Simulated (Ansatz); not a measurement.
**One shape, several levels: H2O3 (trioxidane)**

Aim: a comparison of 6 runs (B2PLYP/STO-3G, BLYP/STO-3G, PBE/STO-3G, CCSDT(Q)/STO-3G, CCSD/STO-3G, UCCSD(T)/STO-3G) of H2O3 (trioxidane). 

The calculation is run with Ansatz 0.2.0.

29 further runs of the same task are left out: 1 that didn't finish, 28 set aside as unsound or not needed.

## Step 1: The molecule

H2O3 has 5 atoms, charge 0, and is taken as a singlet. As SMILES, `OOO`. The H4–O1 distance was set to 1.944 Å, away from the relaxed value. At this shape a bond of the SMILES string is far longer than usual.

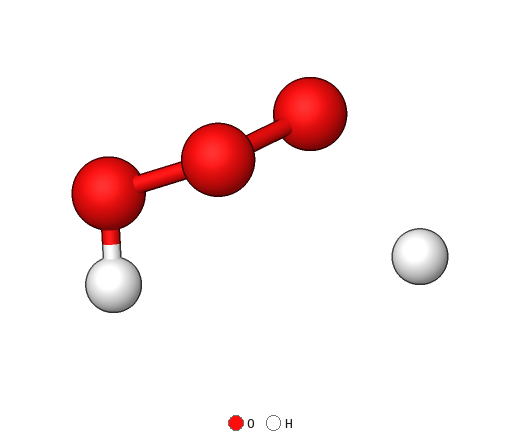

Viewed from a chosen angle; oxygen red, hydrogen white.

## Step 2: A single-point energy at B2PLYP/STO-3G (run 1)

Input file job.yaml:

```yaml
crystal:
  periodic: [false, false, false]
  atoms:
    - {symbol: O, position_ang: [-0.589295, -1.383925, 0.420471]}
    - {symbol: O, position_ang: [0.267695, -0.740305, 1.305441]}
    - {symbol: O, position_ang: [1.571155, -0.748005, 0.820351]}
    - {symbol: H, position_ang: [-1.378730, -0.001520, -0.695970]}
    - {symbol: H, position_ang: [1.708065, 0.108895, 0.382631]}
basis:
  gaussian:
    orbitals: STO-3G
hamiltonian:
  xc: {name: B2PLYP}
correlation:
  frozen_orbitals: {H: 0, O: 1}
accuracy: high
```

On the command line:

```bash
$ ansatz run job.yaml --threads 1 --pin off --max-ram 2610MiB --events-out events.jsonl --progress --plain --runs-dir runs
```

The log of the run:

```text
Warning: RAYON_NUM_THREADS=1 ignored (pool sized by the plan → 1); use --threads N
Functional definition: B2PLYP
  name "B2PLYP"
  parameter a = 0.53
  parameter c = 0.27
  exchange = (1 - a)*b88_x + a*exact_x
  correlation = (1 - c)*lyp_c + c*(mp2_os + mp2_ss)
296 factors; integrals over basis functions are off by at most 2.6e-8 eV
mean field evaluation 1: about -6067.2140 eV, gradient 2.7e1 eV
mean field evaluation 2: about -6067.2767 eV, gradient 2.7e1 eV
mean field evaluation 4: about -6069.7625 eV, gradient 4.9e0 eV
mean field evaluation 8: about -6069.8829 eV, gradient 2.8e-2 eV
mean field evaluation 16: about -6069.8792 eV, gradient 9.3e-6 eV
mean field -6069.87917277 eV, -223.0639452874 hartree, gradient 3.6e-8 eV, S^2 0.000000; 0 other end points of the search recorded, 0 dependent functions left out; unrestricted orbitals would lower it
3 core orbitals not correlated: weight in the atoms' cores, before any rotation towards them, 1.000 or more for the frozen orbitals, at most 0.000 for the correlated occupied ones
reference -6069.87918770 eV, -223.0639458360 hartree; 10, 10 occupied and 4, 4 virtual orbitals, 296 factors
second order -8.31751417 eV of doubles, -0.00000000 eV of singles
Total energy: -6072.12491652 eV, -223.1464748481 hartree
```

It took 2.2 s on 1 thread of Intel Xeon Platinum 8259CL at 2.50GHz (Skylake/Cascade Lake), shared host; peak memory 0.11 GiB.

## Step 3: A single-point energy at BLYP/STO-3G (run 2)

Input file molecule.yaml:

```yaml
crystal:
  periodic: [false, false, false]
  atoms:
    - symbol: O
      position_ang: [-0.589295, -1.383925, 0.420471]
    - symbol: O
      position_ang: [0.267695, -0.740305, 1.305441]
    - symbol: O
      position_ang: [1.571155, -0.748005, 0.820351]
    - symbol: H
      position_ang: [-1.378730, -0.001520, -0.695970]
    - symbol: H
      position_ang: [1.708065, 0.108895, 0.382631]
basis:
  gaussian:
    orbitals: STO-3G
hamiltonian:
  xc: {name: BLYP}
accuracy: high
```

On the command line:

```bash
$ ansatz run molecule.yaml --threads 1 --pin off --max-ram 2610MiB --events-out events.jsonl --progress --plain --runs-dir runs
```

The log of the run:

```text
Warning: RAYON_NUM_THREADS=1 ignored (pool sized by the plan → 1); use --threads N
Functional definition: BLYP
  name "BLYP"
  parameter beta = 0.0042
  parameter a = 0.04918
  parameter b = 0.132
  parameter c = 0.2533
  parameter d = 0.349
  exchange = b88_x(beta = beta)
  correlation = lyp_c(a = a, b = b, c = c, d = d)
296 factors; integrals over basis functions are off by at most 2.6e-8 eV
mean field evaluation 1: about -6071.6074 eV, gradient 4.2e1 eV
mean field evaluation 2: about -6054.5678 eV, gradient 6.3e1 eV
mean field evaluation 4: about -6073.3165 eV, gradient 2.5e1 eV
mean field evaluation 8: about -6076.6668 eV, gradient 2.1e1 eV
mean field evaluation 16: about -6079.1846 eV, gradient 2.1e-8 eV
mean field -6079.18458200 eV, -223.4059127692 hartree, gradient 4.0e-8 eV, S^2 0.000000; 0 other end points of the search recorded, 0 dependent functions left out
reference -6079.18461359 eV, -223.4059139302 hartree; 13, 13 occupied and 4, 4 virtual orbitals, 296 factors
Total energy: -6079.18461359 eV, -223.4059139302 hartree
```

It took 1.4 s on 1 thread of Intel Xeon Platinum 8259CL at 2.50GHz (Skylake/Cascade Lake), shared host; peak memory 0.11 GiB.

Runs 3 to 5 aren't shown in full; the table further down has their settings and results.

## Step 4: The energy at UCCSD(T)/STO-3G (run 6)

Input file run.yaml:

```yaml
crystal:
  periodic: [false, false, false]
  atoms:
    - symbol: O
      position_ang: [-0.589295, -1.383925, 0.420471]
    - symbol: O
      position_ang: [0.267695, -0.740305, 1.305441]
    - symbol: O
      position_ang: [1.571155, -0.748005, 0.820351]
    - symbol: H
      position_ang: [-1.378730, -0.001520, -0.695970]
    - symbol: H
      position_ang: [1.708065, 0.108895, 0.382631]
basis:
  gaussian:
    orbitals: STO-3G
accuracy: high
magnetization:
  spin_polarized: true
  initial_magnetization: 0
correlation:
  method: ccsd_t
  frozen_orbitals: {H: 0, O: 1}
scf:
  omitted_lower_state_checks: [cluster_reference, increment]
```

On the command line:

```bash
$ ansatz run run.yaml --threads 1 --pin off --max-ram 2610MiB --events-out events.jsonl --progress --plain --runs-dir runs
```

The log of the run:

```text
Warning: RAYON_NUM_THREADS=1 ignored (pool sized by the plan → 1); use --threads N
[... 14 lines left out ...]
3 core orbitals not correlated: weight in the atoms' cores, before any rotation towards them, 1.000 or more for the frozen orbitals, at most 0.000 for the correlated occupied ones
[... 61 lines left out ...]
Total energy: -6057.95791154 eV, -222.6258470176 hartree
Checks for a lower state left out: cluster_reference, increment
```

Wall time 0.95 s (1 thread of Intel Xeon Platinum 8259CL at 2.50GHz (Skylake/Cascade Lake), shared host).

## Step 5: The series

| run | level | frozen core orbitals | energy (Eh) | wall time |
| --- | --- | --- | --- | --- |
| 1 | B2PLYP/STO-3G | 3 | -223.146475 | 2.2 s |
| 2 | BLYP/STO-3G | – | -223.405914 | 1.4 s |
| 3 | PBE/STO-3G | – | -223.244963 | 1.3 s |
| 4 | CCSDT(Q)/STO-3G | 3 | -222.631402 | 1.2 s |
| 5 | CCSD/STO-3G | 3 | -222.620607 | 0.53 s |
| 6 | UCCSD(T)/STO-3G | 3 | -222.625847 | 0.95 s |

## Step 6: Results

```
                                          quantity          value
                               run 6: total energy  -222.62585 Eh
run 6: correlation energy (3 core orbitals frozen)     -153.2 mEh
                             run 6: (T) correction      -4.18 mEh
          run 6: ⟨S²⟩ of the reference determinant          0.954
                              run 6: T1 diagnostic          0.039
```

**Reading.** Totals of different functionals can't be ranked against each other. In runs 1, 4, 5 the log says that unrestricted orbitals would lower the reference, so the values rest on an unstable closed-shell determinant (other closed-shell runs at this shape may share the fault). In runs 1, 2, 3, 4, 5, 6 the basis is minimal, so the values are rough. In runs 1, 2, 3, 5 a closed-shell determinant meets a far-stretched bond, which it describes badly. Spin contamination of the reference: run 6 ⟨S²⟩ = 0.95. Where it is this large, the reference is a mixture of spin states, and values that rest on it are in doubt. All runs together took 7.5 s, the longest 2.2 s.
